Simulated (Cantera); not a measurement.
A closed system holds: 1 mol Ca(OH)2, 0.11 mol H2, 8.9 mol CO2, equilibrated at 1700 K.

Cantera equilibrium calculation (NASA polynomials, part measured and part estimated; ideal gas, pure solids and liquids). Candidate condensed phases: C, C6H6, C7H8, C8H18, Ca, CaCO3, CaO, Ca(OH)2, H2O; 115 gas species. Kinetics and transport are ignored.

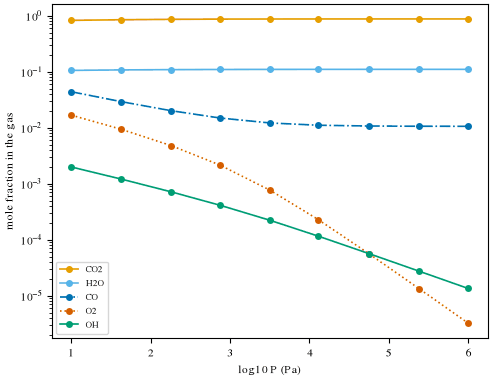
Figure. Equilibrium gas composition (values under 1e-9 drawn at 1e-9)

**Question.** Read off the mole fractions at 10.0 Pa.

**Answer.** CO2 about 0.83, H2O about 0.11, CO about 0.044, O2 about 0.017, OH about 0.0020.
